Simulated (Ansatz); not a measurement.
## Fields on a plane of Ni (fcc, Cu type)

```xyz
1
Lattice="0.0000 1.7594 1.7594 1.7594 0.0000 1.7594 1.7594 1.7594 0.0000" Properties=species:S:1:pos:R:3 pbc="T T T"
Ni     0.0000     0.0000     0.0000
```

The slice is a {111} plane (indices of the conventional cell) through the point (0.000, 0.000, 0.000) (fractional), spanned by u = [100] and v = [-1 2 0] in vectors of this cell: u (2.49 Å) and v (4.31 Å, at 90° to u). It covers one period; positions are fractions (u, v).

Atoms on it: Ni at (0.00, 0.00); Ni at (0.50, 0.50).

Calculation: PBE (plane waves to 420 eV, PAW, scalar-relativistic; Ansatz, an electronic-structure program). k mesh 23×23×23. These are valence fields of a PAW run, semicore shells included where kept as valence: close to a nucleus they are smooth pseudo fields. Ni was relaxed with its symmetry unable to fall. Relaxed Ni ends ferromagnetic. The PAW data are Ansatz's earlier set. Other magnetic orders were not checked, so this need not be the ground state.

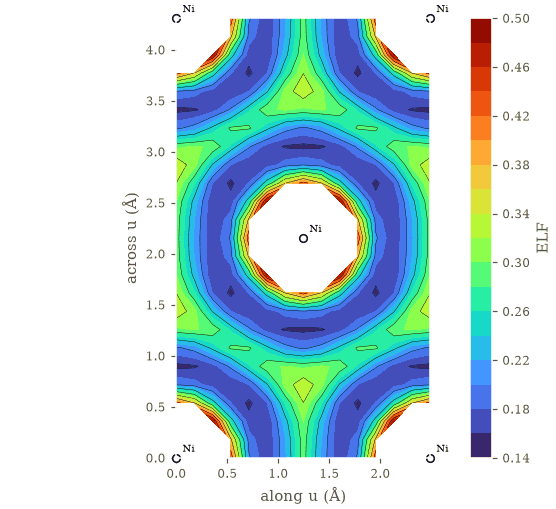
Figure. ELF of the down spins, one period of the plane, atoms marked. Points within 0.5 Å of a nucleus are left white, as the pseudised field means little there.

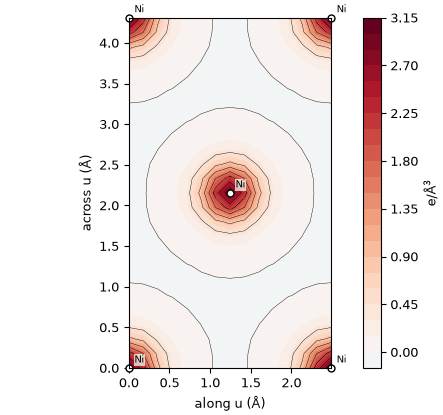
*Spin density, up minus down in e/Å³, one period of the plane, atoms marked. *

| Item | Result |
|---|---|
| Density on the Ni–Ni line (2.49 Å) at its midpoint | 0.31 e/Å³ |
| ELF at that point | 0.25 |
